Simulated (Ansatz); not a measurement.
The parent structure is LiF in the rock salt structure (space group Fm-3m, No. 225; a = 4.068 Å).

One thing is altered: a negative pressure, −1 GPa.

The values are results of Kohn–Sham DFT with the PBE functional, run in Ansatz (a quantum-chemistry and plane-wave program) with PAW and 420 eV plane waves, no spin-orbit coupling, not measurements.

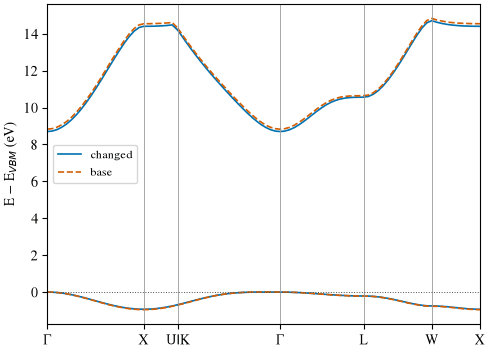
Figure. Highest valence and lowest conduction band along the path, each from its own valence-band maximum

Question: Read the changed gap and its character from the plot.

Answer: About 8.7 eV, direct at Γ.

Load acts through the strain it causes; cell and atoms are relaxed under it. Gaps are read on the SCF mesh and a high-symmetry path. Whether these cells are dynamically stable was not tested.
